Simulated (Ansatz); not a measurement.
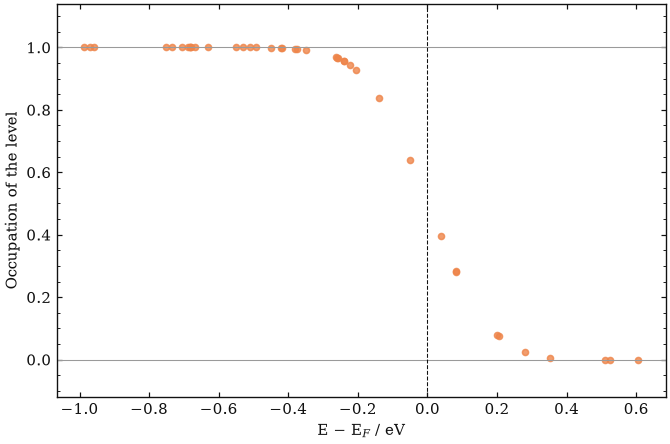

Occupations of the one-electron levels of the k mesh against their energy, from a run on Ga2PN, space group P4/mmm, 4 atoms in the cell, with Ansatz.

> Which smearing scheme was used (Fermi-Dirac, Gaussian, Methfessel-Paxton or cold), and about what width?

Gaussian smearing with a width of 0.2 eV. The occupations stay between 0 and 1 and die off fast, as an error function; the slope at the Fermi level is 1/(√π × width).

> Is that width safe?

It is wide: energies, forces and moments pick up smearing errors, and small gaps get partly filled, so it should be reduced or extrapolated to zero width.
